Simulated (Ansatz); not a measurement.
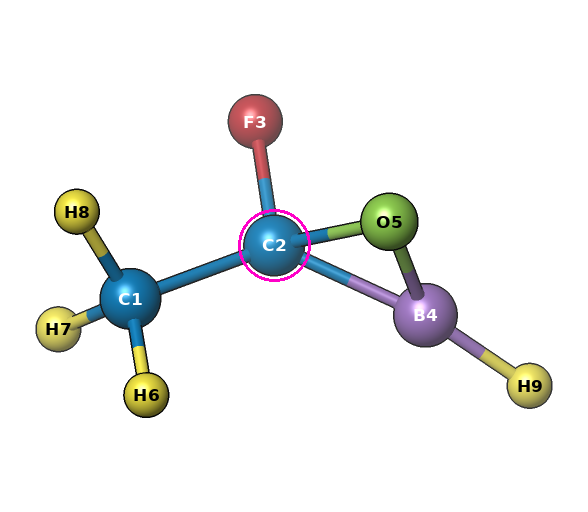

Distant atoms are faded towards the background colour. Circles mark the stereogenic atoms. Computed geometry: PBE0-D4/def2-TZVP optimisation.

Q: What are the Cahn–Ingold–Prelog descriptors?

A: C2: R (priorities F3 > O5 > C1 > B4).

Q: Write the isomeric SMILES.

A: C[C@]1(F)BO1
